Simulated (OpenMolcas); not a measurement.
Excited-state calculation of SiPH3Cl (part 1 of 3)

- system: SiPH3Cl, multiplicity 2
- method: MC-PDFT (ftPBE)/STO-3G (OpenMolcas 26.06)

The geometry comes from this level: GFN2-xTB.

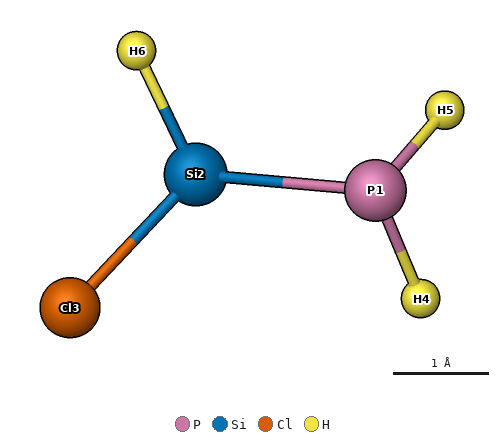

**Figure 1.** The structure as given in the input (ball-and-stick view, seen at a tilt; atoms are numbered from 1 in the order of the input). Bond lengths as drawn: Cl–Si 2.03 Å, H–P 1.38 to 1.39 Å, H–Si 1.47 Å and P–Si 2.24 Å.

The input
```
* ClH3PSi MC-PDFT

&GATEWAY
 Coord=mol.xyz
 Basis=STO-3G
 Group=NoSym

&SEWARD

&RASSCF
 FileOrb=$CurrDir/step2.RasOrb
 Spin=2
 Nactel=9 0 0
 Inactive=20
 Ras2=8
 CIRoot=5 5 1
 OrbListing=Few
 OrbAppear=Compact

&MCPDFT
 KSDFT=FT:PBE
```

File mol.xyz
```
6

P     -0.416120     0.339600    -1.149360
Si     0.362920    -0.132060     0.895920
Cl     1.453060    -1.845610     0.820500
H     -1.414820    -0.622100    -1.156700
H     -1.279720     1.333820    -0.722090
H      1.294660     0.926350     1.311730
```

Hardware: 1 thread of Arm Neoverse V1, 24 GiB of memory available, shared host.

Run as:
```bash
export MOLCAS_MEM=1860
pymolcas step11.input > step11.log
```

Log
```
--- Start Module: gateway ---

                                              &GATEWAY

                       available to each process: 1.9 GB of memory, 1 thread

++    Symmetry information:
      ---------------------

                    Character Table for C1

                             E
                    a        1  x, y, xy, Rz, z, xz, Ry, yz, Rx, I
--

++    Basis set information:
      ----------------------

      Basis set label: P.STO-3G.........

      Electronic valence basis set:
      ------------------
      Associated Effective Charge  15.000000 au
      Associated Actual Charge     15.000000 au
      Nuclear Model: Point charge

      Shell  nPrim  nBasis  Cartesian Spherical Contaminant
         s       9       3        X
         p       6       2        X

      Basis set label: SI.STO-3G.........

      Electronic valence basis set:
      ------------------
      Associated Effective Charge  14.000000 au
      Associated Actual Charge     14.000000 au
      Nuclear Model: Point charge

      Shell  nPrim  nBasis  Cartesian Spherical Contaminant
         s       9       3        X
         p       6       2        X

      Basis set label: CL.STO-3G.........

      Electronic valence basis set:
      ------------------
      Associated Effective Charge  17.000000 au
      Associated Actual Charge     17.000000 au
      Nuclear Model: Point charge

      Shell  nPrim  nBasis  Cartesian Spherical Contaminant
         s       9       3        X
         p       6       2        X

      Basis set label: H.STO-3G.........

      Electronic valence basis set:
      ------------------
      Associated Effective Charge   1.000000 au
      Associated Actual Charge      1.000000 au
      Nuclear Model: Point charge

      Shell  nPrim  nBasis  Cartesian Spherical Contaminant
         s       3       1        X
--

++    Molecular structure info:
      -------------------------

                    ************************************************
                    **** Cartesian Coordinates / bohr, angstrom ****
                    ************************************************

     Center  Label                x              y              z                     x              y              z
        1      P1              -0.786353       0.641751      -2.171976             -0.416120       0.339600      -1.149360
        2      SI2              0.685819      -0.249557       1.693043              0.362920      -0.132060       0.895920
        3      CL3              2.745885      -3.487697       1.550520              1.453060      -1.845610       0.820500
        4      H4              -2.673622      -1.175599      -2.185846             -1.414820      -0.622100      -1.156700
        5      H5              -2.418320       2.520555      -1.364552             -1.279720       1.333820      -0.722090
        6      H6               2.446553       1.750548       2.478810              1.294660       0.926350       1.311730

                    ***************************************
                    *    InterNuclear Distances / bohr    *
                    ***************************************

               1 P1            2 SI2           3 CL3           4 H4            5 H5            6 H6
    1 P1       0.000000
    2 SI2      4.230850        0.000000
    3 CL3      6.586807        3.840539        0.000000
    4 H4       2.620065        5.214325        6.976912        0.000000
    5 H5       2.616324        5.163148        8.441905        3.794898        0.000000
    6 H6       5.771561        2.778135        5.328277        7.519145        6.247507        0.000000

                    *******************************************
                    *    InterNuclear Distances / angstrom    *
                    *******************************************

               1 P1            2 SI2           3 CL3           4 H4            5 H5            6 H6
    1 P1       0.000000
    2 SI2      2.238870        0.000000
    3 CL3      3.485588        2.032326        0.000000
    4 H4       1.386478        2.759302        3.692023        0.000000
    5 H5       1.384499        2.732220        4.467264        2.008174        0.000000
    6 H6       3.054179        1.470126        2.819603        3.978960        3.306038        0.000000

                    **************************************
                    *    Valence Bond Angles / degree    *
                    **************************************
                          Atom centers                 Phi
                      4 H4       1 P1       5 H5        92.89
--

            Nuclear Potential Energy            183.01012521 au

--- Stop Module: gateway /rc=_RC_ALL_IS_WELL_ ---

--- Start Module: seward ---

                                              &SEWARD

                       available to each process: 1.9 GB of memory, 1 thread

               SEWARD will generate:
                  Multipole Moment integrals up to order  2
                  Kinetic Energy integrals
                  Nuclear Attraction integrals (point charge)
                  One-Electron Hamiltonian integrals
                  Velocity integrals
                  Orbital angular momentum around (  0.9097  -1.0929   0.3428 )
                  Velocity quadrupole around (  0.9097  -1.0929   0.3428 )
                  Two-Electron Repulsion integrals

                   Integrals are discarded if absolute value <: 1.00E-14
                   Integral cutoff threshold is set to       <: 1.00E-16

            Nuclear Potential Energy            183.01012521 au

      Basis set specifications :
      Symmetry species         a
      Basis functions           30

--- Stop Module: seward /rc=_RC_ALL_IS_WELL_ ---

--- Start Module: rasscf ---

                                              &RASSCF

                       available to each process: 1.9 GB of memory, 1 thread

      Header of the ONEINT file:
      --------------------------

      OrdInt status: non-squared

      Cartesian coordinates in angstrom:
      -----------------------------------------------------
      No.  Label        X            Y            Z
      -----------------------------------------------------
       1   P1        -0.41612000   0.33960000  -1.14936000
       2   SI2        0.36292000  -0.13206000   0.89592000
       3   CL3        1.45306000  -1.84561000   0.82050000
       4   H4        -1.41482000  -0.62210000  -1.15670000
       5   H5        -1.27972000   1.33382000  -0.72209000
       6   H6         1.29466000   0.92635000   1.31173000
      -----------------------------------------------------
      Nuclear repulsion energy =  183.01012521

++    Wave function specifications:
      -----------------------------

      Number of closed shell electrons          40
      Number of electrons in active shells       9
      Max number of holes in RAS1 space          0
      Max nr of electrons in RAS3 space          0
      Number of inactive orbitals               20
      Number of active orbitals                  8
      Number of secondary orbitals               2
      Spin quantum number                      0.5
      State symmetry                             1
--

++    Orbital specifications:
      -----------------------

      Symmetry species                           1
                                                 a
      Frozen orbitals                            0
      Inactive orbitals                         20
      Active orbitals                            8
      RAS1 orbitals                              0
      RAS2 orbitals                              8
      RAS3 orbitals                              0
      Secondary orbitals                         2
      Deleted orbitals                           0
      Number of basis functions                 30
--

++    CI expansion specifications:
      ----------------------------

      Number of CSFs                          2352
      Number of determinants                  3920
      Number of root(s) required                 5
      Root chosen for geometry opt.              5
      CI roots used                              1     2     3     4     5
      weights                                0.200 0.200 0.200 0.200 0.200
      highest root included in the CI            5
      max. size of the explicit Hamiltonian    200
--

++    Optimization specifications:
      ----------------------------

      RASSCF algorithm: Conventional
      Maximum number of macro iterations       200
      Maximum number of SX iterations          100
      Threshold for RASSCF energy            1.000E-08
      Threshold for max MO rotation          1.000E-01
      Threshold for max BLB element          1.000E-04
      Level shift parameter                  5.000E-01
      Make Quasi-Newton update
--

      The MO-coefficients are taken from the file:
      step2.RasOrb
      Title: RASSCF average (pseudo-natural) orbitals

      Total molecular charge    0.00

      ************************************************************************************************************************
      *                                            Wave function control section                                             *
      ************************************************************************************************************************

                                         RASSCF iterations: Energy and convergence statistics
                                         ----------------------------------------------------

          iter iter root      energy       change     param      element    value   shift minimum  type update hh:mm:ss
 Nr of preliminary CI iterations:   4
      Total energies have been shifted. Add                -1000.00 au
        1   1    5    0   -78.70601285    0.00E+00  -4.17E-04   20  25 1  1.04E-04*  0.40   0.00    SX    NO    0:00:00
        2   1    5    0   -78.70601298   -1.24E-07* -2.01E-04   20  25 1  5.77E-05   0.40   0.00    SX    NO    0:00:00
        3   1    4    0   -78.70601301   -3.62E-08*  1.33E-04   20  25 1  3.17E-05   0.40   0.00    SX    NO    0:00:00
        4   9    5    0   -78.70602117   -8.15E-06*  3.20E-04   20  25 1 -7.15E-05   0.40   0.00    SX    NO    0:00:00
        5   1    5    0   -78.70602123   -5.93E-08*  3.04E-04   18  29 1  6.61E-05   0.40   1.95    LS   YES    0:00:00
        6   5    4    0   -78.70602125   -2.81E-08* -1.20E-04   18  29 1  6.26E-05   0.40   1.15    QN   YES    0:00:00
        7   1    4    0   -78.70602126   -8.33E-09   3.54E-05   18  29 1  2.81E-05   0.40   1.18    QN   YES    0:00:00
      Convergence after  7 iterations
        8   1    4    0   -78.70602126   -2.06E-09   3.54E-05   24  30 1 -6.86E-06   0.40   1.18    QN   YES    0:00:00

      ************************************************************************************************************************
                                                      Wave function printout:
                       occupation of active orbitals, and spin coupling of open shells (u,d: Spin up or down)
      ************************************************************************************************************************

      Note: transformation to natural orbitals
      has been made, which may change the order of the CSFs.

      printout of CI-coefficients larger than  0.05 for root  1
      energy=   -1078.904095
      conf/sym  11111111     Coeff  Weight
             1  2222u000  -0.95953 0.92071
             2  22220u00   0.07498 0.00562
             3  222200u0  -0.07464 0.00557
             5  222u2000  -0.07577 0.00574
            37  2u222000   0.08374 0.00701
            39  2u22ud00  -0.06047 0.00366
            53  u2222000   0.06412 0.00411
           186  2ud2u002  -0.05017 0.00252
           209  20222u00  -0.05092 0.00259

      printout of CI-coefficients larger than  0.05 for root  2
      energy=   -1078.731097
      conf/sym  11111111     Coeff  Weight
             1  2222u000   0.13197 0.01742
             2  22220u00   0.17077 0.02916
             3  222200u0  -0.14039 0.01971
             5  222u2000  -0.51103 0.26115
             6  222udu00  -0.05158 0.00266
             7  222uud00  -0.07338 0.00538
            21  22u22000  -0.13749 0.01890
            37  2u222000   0.75501 0.57004
            38  2u22du00   0.13285 0.01765
            40  2u220200  -0.05492 0.00302
            41  2u22d0u0  -0.06718 0.00451
           293  2u2u2d00   0.05393 0.00291

      printout of CI-coefficients larger than  0.05 for root  3
      energy=   -1078.653989
      conf/sym  11111111     Coeff  Weight
             2  22220u00  -0.07557 0.00571
             3  222200u0   0.10542 0.01111
             5  222u2000   0.72074 0.51946
             6  222udu00   0.06582 0.00433
             7  222uud00   0.06091 0.00371
             8  222u0200  -0.05029 0.00253
            21  22u22000   0.22454 0.05042
            30  22u2d00u   0.06174 0.00381
            37  2u222000   0.57328 0.32865
            43  2u22u0d0   0.05236 0.00274
            46  2u22d00u   0.05134 0.00264
            62  u222d00u  -0.05205 0.00271
           177  2ud2200u  -0.06031 0.00364
           293  2u2u2d00  -0.05611 0.00315

      printout of CI-coefficients larger than  0.05 for root  4
      energy=   -1078.625627
      conf/sym  11111111     Coeff  Weight
             2  22220u00  -0.07177 0.00515
             3  222200u0  -0.86527 0.74869
             5  222u2000   0.24297 0.05903
            21  22u22000  -0.25075 0.06287
            27  22u2u0d0  -0.07839 0.00614
            29  22u20020   0.05983 0.00358
            38  2u22du00   0.06771 0.00458
            39  2u22ud00   0.11781 0.01388
           111  2u2d20u0  -0.09374 0.00879
           151  220220u0   0.05137 0.00264
           211  202220u0   0.10939 0.01197
           212  2022udu0   0.07122 0.00507

      printout of CI-coefficients larger than  0.05 for root  5
      energy=   -1078.615299
      conf/sym  11111111     Coeff  Weight
             2  22220u00   0.06913 0.00478
             3  222200u0   0.29863 0.08918
             5  222u2000   0.21812 0.04758
            21  22u22000  -0.86151 0.74220
            22  22u2du00   0.07834 0.00614
            23  22u2ud00   0.10331 0.01067
            24  22u20200   0.05178 0.00268
            30  22u2d00u  -0.05123 0.00262
            46  2u22d00u  -0.06061 0.00367
            57  u222d0u0   0.05819 0.00339
           151  220220u0   0.07641 0.00584
           177  2ud2200u   0.05811 0.00338
           191  u2d220u0   0.05260 0.00277
           211  202220u0  -0.05251 0.00276
           217  2022200u   0.05815 0.00338

      Natural orbitals and occupation numbers for root  1
      sym 1:   1.995228   1.964400   1.975901   1.987152   1.003079   0.031657   0.016132   0.026451

      Natural orbitals and occupation numbers for root  2
      sym 1:   1.988027   1.045698   1.969093   1.985535   1.864286   0.095411   0.021202   0.030747

      Natural orbitals and occupation numbers for root  3
      sym 1:   1.988425   1.949038   1.984233   1.040231   1.910204   0.064903   0.022382   0.040583

      Natural orbitals and occupation numbers for root  4
      sym 1:   1.984280   1.847411   1.892074   1.963445   0.381810   0.052109   0.844535   0.034337

      Natural orbitals and occupation numbers for root  5
      sym 1:   1.973349   1.943028   1.125399   1.987287   1.750671   0.039654   0.137610   0.043002

      ************************************************************************************************************************
      *                                                    Final results                                                     *
      ************************************************************************************************************************

++    Final optimization conditions:
      ------------------------------

      Average CI energy                           -1078.70602126
      RASSCF energy for state  5                  -1078.61529859
      Super-CI energy                                -0.00000000
      RASSCF energy change                            0.00000000
      Max change in MO coefficients              -3.488E-05
      Max non-diagonal density matrix element     3.536E-05
      Maximum BLB matrix element                 -6.859E-06
      (orbital pair  24,  30 in symmetry   1)
      Norm of electronic gradient            5.422E-02
--
```
